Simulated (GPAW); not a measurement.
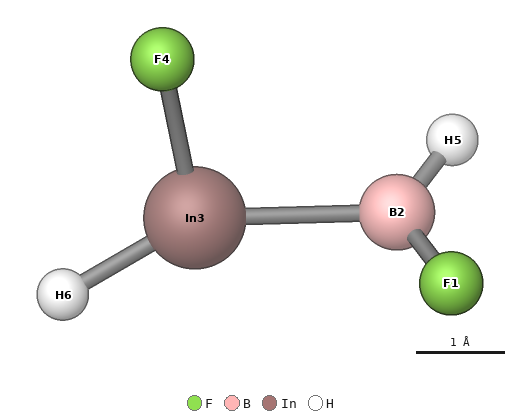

**Figure 1.** The input geometry (ball-and-stick view, seen on its broad side; atoms are numbered from 1 in the order of the input). Sticks mark near contacts.

**Run report: InBH₂F₂, property calculation**

- system: InBH₂F₂, SMILES F[BH][InH][F]
- method: revPBE/real-space grid, scalar-relativistic datasets (GPAW 26.7.0)

The geometry comes from this level: GFN2-xTB.

Input (calc.py):
```python
import numpy as np
from ase.io.zmatrix import parse_zmatrix
from ase.units import Debye
from gpaw import GPAW

atoms = parse_zmatrix("""
F
B 1 1.29896
In 2 2.302098 1 116.6775
F 3 1.986899 2 99.62191 1 113.44895
H 2 1.174268 1 118.03788 3 169.90779
H 3 1.745504 4 108.97617 2 174.65896
""")
atoms.center(vacuum=4.5)

gpaw_calc = GPAW(mode='fd', h=0.25, xc='revPBE', maxiter=100, symmetry='off', txt='-')
atoms.calc = gpaw_calc

energy = atoms.get_potential_energy()
print(f'Energy = {energy:.5f} eV')
forces = atoms.get_forces()
print('Forces (eV/Ang)')
for symbol, f in zip(atoms.symbols, forces):
    print(f'{symbol:2} {f[0]:9.4f} {f[1]:9.4f} {f[2]:9.4f}')
dipole = atoms.get_dipole_moment() / Debye
print(f'Dipole                  {np.linalg.norm(dipole):.3f} D')
homo, lumo = gpaw_calc.get_homo_lumo()
print(f'HOMO = {homo:.3f} eV')
print(f'LUMO                    {lumo:.3f} eV')
print(f'Gap                     {lumo - homo:.3f} eV')
```

Machine: 1 thread of Arm Neoverse V1, 24 GiB of memory available, shared host.

Run as:
```bash
python calc.py
```

Log:
```
__  _  _
 | _ |_)|_||  |
 |__||  | ||/\| - 26.7.0

units:  Angstrom and eV
cores:  1
OpenMP: False

Versions:
  Python: 3.12.14
  ASE:    3.29.0
  Numpy:  2.5.5
  Scipy:  1.18.1
  Libxc:  7.0.0

        _gpaw.cpython-312-aarch64-linux-gnu.so

Input parameters:
  mode=FD(),
  h=0.25,
  maxiter=100,
  symmetry=Symmetry(point_group=False, time_reversal=False),
  xc=XC(name='revPBE')

Diagonalizing LCAO Hamiltonian
Converting LCAO to fd mode
         .-----------------------------.
        /|                             |
       / |                             |
      /  |                             |
     /   |                             |
    /    |                             |
   /     |                             |
  /      |                             |
 *       |                             |
 |       |              F              |
 |       |                             |
 |       |            InH              |
 |       |     F   B                   |
 |       |         H                   |
 |       .-----------------------------.
 |      /                             /
 |     /                             /
 |    /                             /
 |   /                             /
 |  /                             /
 | /                             /
 |/                             /
 *-----------------------------*

Atoms  # Å, Bohr magnetons
|   | symbol |        x |        y |        z |    initial magnetic moments |
|---|--------|----------|----------|----------|-----------------------------|
| 0 |      F | 4.500000 | 5.520415 | 5.204266 | ( 0.0000,  0.0000,  0.0000) |
| 1 |      B | 5.798960 | 5.520415 | 5.204266 | ( 0.0000,  0.0000,  0.0000) |
| 2 |     In | 6.832529 | 7.577450 | 5.204266 | ( 0.0000,  0.0000,  0.0000) |
| 3 |      F | 7.678177 | 7.524216 | 7.001434 | ( 0.0000,  0.0000,  0.0000) |
| 4 |      H | 6.350931 | 4.500000 | 5.385887 | ( 0.0000,  0.0000,  0.0000) |
| 5 |      H | 7.094813 | 9.152886 | 4.500000 | ( 0.0000,  0.0000,  0.0000) |

Unit cell  # Å
| periodic |         x |         y |         z |   lengths |    angles |
|----------|-----------|-----------|-----------|-----------|-----------|
|       no | 12.178177 |  0.000000 |  0.000000 | 12.178177 | 90.000000 |
|       no |  0.000000 | 13.652886 |  0.000000 | 13.652886 | 90.000000 |
|       no |  0.000000 |  0.000000 | 11.501434 | 11.501434 | 90.000000 |

Number of symmetries: 1
Symmetry operations  # r_c * U_cc + t_c -> r_c
|   | kind |            matrix            |
|---|------|------------------------------|
| 0 |  E   |  1, 0, 0,  0, 1, 0,  0, 0, 1 |

BZ-sampling:
  Number of BZ points: 1
  Number of IBZ points: 1

  Monkhorst-Pack size: [1, 1, 1]
  Monkhorst-Pack shift: [0, 0, 0]

K-points  # in reciprocal-cell coordinates
|   |                                coordinates |     weight |
|---|--------------------------------------------|------------|
| 0 | (  0.00000000,   0.00000000,   0.00000000) | 1.00000000 |

Uniform wave function grid shape: (np.int64(47), np.int64(55), np.int64(47))
Spin-components: 1 (collinear spins)
Bands:           23
Projectors:      27
Spin-degeneracy: 2
Datatype:        float64

  Storage: CPU
  Wave functions: 22_355_080 bytes (22_355_080 per core)

Parallelization:
  kpt:    1
  domain: 1
  band:   1

Density:
  Valence electrons: 32.0
  Components: 1
  Grid points: [48 56 48]
  Charge: 0.0  # |e|

Potential:
  Grid points: [48 56 48]

species:
  F:
    name:    Fluorine
    Z:       9.0
    valence: 7
    core:    2
    charge:  0.0  # [|e|]
    file:    F.revPBE.gz
    compensation charges:
      type: gauss
      rc: 0.20  # [Å]
      lmax: 2
    cutoffs:
      filter: 1.14  # [Å]
      core: 0.74  # [Å]
    projectors
    | kind |    occ | energy [eV] | rcut [Å] |
    |------|--------|-------------|----------|
    |   2s |  2.000 |     -29.933 |    0.635 |
    |   2p |  5.000 |     -11.043 |    0.635 |
    |    s |        |      -2.721 |    0.635 |
    |    p |        |      16.168 |    0.635 |
    |    d |        |       0.000 |    0.635 |

    Using partial waves for F as LCAO basis

  B:
    name:    Boron
    Z:       5.0
    valence: 3
    core:    2
    charge:  0.0  # [|e|]
    file:    B.revPBE.gz
    compensation charges:
      type: gauss
      rc: 0.20  # [Å]
      lmax: 2
    cutoffs:
      filter: 1.14  # [Å]
      core: 1.38  # [Å]
    projectors
    | kind |    occ | energy [eV] | rcut [Å] |
    |------|--------|-------------|----------|
    |   2s |  2.000 |      -9.465 |    0.635 |
    |   2p |  1.000 |      -3.568 |    0.635 |
    |    s |        |      17.746 |    0.635 |
    |    p |        |      23.644 |    0.635 |
    |    d |        |       0.000 |    0.635 |

    Using partial waves for B as LCAO basis

  In:
    name:    Indium
    Z:       49.0
    valence: 13
    core:    36
    charge:  0.0  # [|e|]
    file:    In.revPBE.gz
    compensation charges:
      type: gauss
      rc: 0.36  # [Å]
      lmax: 2
    cutoffs:
      filter: 2.09  # [Å]
      core: 2.48  # [Å]
    projectors
    | kind |    occ | energy [eV] | rcut [Å] |
    |------|--------|-------------|----------|
    |   5s |  2.000 |      -8.129 |    1.185 |
    |   5p |  1.000 |      -2.456 |    1.244 |
    |   4d | 10.000 |     -18.611 |    1.148 |
    |    s |        |      19.083 |    1.185 |
    |    p |        |      24.755 |    1.244 |
    |    d |        |       8.601 |    1.148 |

    Using partial waves for In as LCAO basis

  H:
    name:    Hydrogen
    Z:       1.0
    valence: 1
    core:    0
    charge:  0.0  # [|e|]
    file:    H.revPBE.gz
    compensation charges:
      type: gauss
      rc: 0.15  # [Å]
      lmax: 2
    cutoffs:
      filter: 0.85  # [Å]
      core: 0.53  # [Å]
    projectors
    | kind |    occ | energy [eV] | rcut [Å] |
    |------|--------|-------------|----------|
    |   1s |  1.000 |      -6.547 |    0.476 |
    |    s |        |      20.664 |    0.476 |
    |    p |        |       0.000 |    0.476 |

    Using partial waves for H as LCAO basis

Reference energy: -166109.294993  # eV

eigensolver:
  PPCG
  Converge bands: occupied
  niter=2

density mixing:
  MSR1-Mixer
  Pratt-step length: 0.05
  Maximum mixing coefficient: 0.75
  Old densities: 10
  SVD Regularization: 0.005
  Good broyden scale: 1.0
  Trust region scale: 1.0
  Backstep threshold: 4.0
  History deletion threshold: 6.0
  Fourier metric: weight=20.0, sigma=0.015

occupation numbers:
  # Zero width

FastPoissonSolver using
    Stencil: 6*3+1=19 point O(h^6) finite-difference Laplacian
    FFT axes: []
    FST axes: [np.int64(0), np.int64(2), np.int64(1)]

xc functional:
  name: revPBE with 2 nearest neighbor stencil
interpolation: tri-quintic # 5. degree polynomial

Initialization done in: 1.090 s

convergence criteria:
- Maximum [total energy] change in last 3 cyles: 0.0005 eV / valence electron
- Maximum integral of absolute [dens]ity change: 0.0001 electrons / valence electron
- Maximum integral of absolute [eigenst]ate change: 4e-08 eV^2 / valence electron
maximum number of iterations: 100

SCF iterations
|iter     |     time |      energy | eigst |  dens |
|---------|----------|-------------|-------|-------|
|iter:   1| 00:00:01 |  -27.532336 | +0.71 |       |
|iter:   2| 00:00:02 |  -27.044029 | -0.36 | -0.90 |
|iter:   3| 00:00:04 |  -24.813096 | +0.08 | -0.94 |
|iter:   4| 00:00:05 |  -24.757208 | -0.88 | -1.42 |
|iter:   5| 00:00:06 |  -24.739803 | -1.46 | -1.79 |
|iter:   6| 00:00:07 |  -24.741664 | -2.30 | -2.22 |
|iter:   7| 00:00:08 |  -24.741848c| -3.11 | -2.79 |
|iter:   8| 00:00:10 |  -24.741910c| -3.85 | -3.19 |
|iter:   9| 00:00:11 |  -24.741922c| -4.46 | -3.66 |
|iter:  10| 00:00:12 |  -24.741924c| -5.10 | -4.25c|
|iter:  11| 00:00:13 |  -24.741925c| -5.62 | -4.59c|
|iter:  12| 00:00:14 |  -24.741925c| -6.16 | -5.08c|
|iter:  13| 00:00:16 |  -24.741925c| -6.64 | -5.40c|
|iter:  14| 00:00:17 |  -24.741925c| -7.15 | -5.81c|
|iter:  15| 00:00:18 |  -24.741925c| -7.56c| -6.17c|

Converged in 15 steps
SCF loop duration: 17.386 s (1.159 s/step)
Energy contributions relative to reference atoms: (reference = -166109.294993)

Energy contributions:
  Kinetic:          44.902446
  Coulomb:         -47.279700
  Zero:              2.004864
  External:          0.000000
  Xc:              -24.369535
  Entropy:           0.000000
  Spinorbit:         0.000000
  ----------------------------
  Free energy:     -24.741925
  Extrapolated:    -24.741925

dipole moment: (-0.265886, -0.196704, -0.619800)  # |e|*Ang

Fermi level: -4.733
Eigenvalues  # (at kpt = [0.000, 0.000, 0.000])
| band index |      eig [eV] | occ [0-2] |
|------------|---------------|-----------|
|          0 |       -31.396 |     2.000 |
|        ... |               |           |
|          8 |       -12.120 |     2.000 |
|          9 |       -11.932 |     2.000 |
|         10 |       -11.147 |     2.000 |
|         11 |        -9.821 |     2.000 |
|         12 |        -8.057 |     2.000 |
|         13 |        -7.794 |     2.000 |
|         14 |        -7.668 |     2.000 |
|         15 |        -6.388 |     2.000 |
|         16 |        -3.079 |     0.000 |
|         17 |        -2.153 |     0.000 |
|         18 |        -1.145 |     0.000 |
|         19 |        -0.287 |     0.000 |
|         20 |         0.014 |     0.000 |
|         21 |         0.511 |     0.000 |
|         22 |         0.649 |     0.000 |

Gap: 3.309 eV
Transition (v -> c):
  (s=0, k=0, n=15, [0.00, 0.00, 0.00]) -> (s=0, k=0, n=16, [0.00, 0.00, 0.00])
No difference between direct/indirect transitions
vacuum-level: 0.000  # V
Energy = -24.74193 eV

Forces  # eV/Ang
|         x |        y |        z |
|-----------|----------|----------|
|  11.61366 |  7.39238 |  6.46486 |  # F    0
|   1.20002 |  0.97117 |  0.16513 |  # B    1
|  -0.16439 |  0.20087 | -0.48552 |  # In   2
| -13.72815 |  6.90268 | -5.74691 |  # F    3
|   0.65349 | -0.74378 | -0.04551 |  # H    4
|  -0.19916 | -0.09011 | -0.09982 |  # H    5

Force computation time: 0.049  # s
Forces (eV/Ang)
F    11.6137    7.3924    6.4649
B     1.2000    0.9712    0.1651
In   -0.1644    0.2009   -0.4855
F   -13.7281    6.9027   -5.7469
H     0.6535   -0.7438   -0.0455
H    -0.1992   -0.0901   -0.0998
Dipole                  3.374 D
HOMO = -6.388 eV
LUMO                    -3.079 eV
Gap                     3.309 eV
```

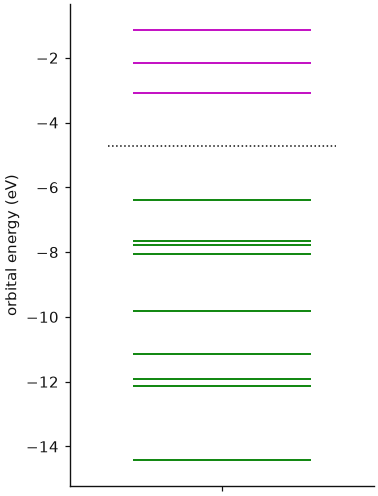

**Figure 2.** Orbital energies near the frontier; the dotted line parts filled from empty levels, and levels within 0.02 eV of each other stand side by side. Highest filled −6.39 eV, lowest empty −3.08 eV, 3.31 eV apart.

Results in brief:

| quantity | value |
| --- | --- |
| outcome | converged |
| energy relative to the program's reference atoms | −24.7419 eV |
| largest force | 16.405 eV/Å |
| HOMO | −6.39 eV |
| LUMO | −3.08 eV |
| dipole moment | 3.37 D |
| wall time | 19 s |
| peak memory | 0.45 GiB |

Remarks:

On so coarse a grid the energy depends on the position of the molecule, which gives spurious forces.
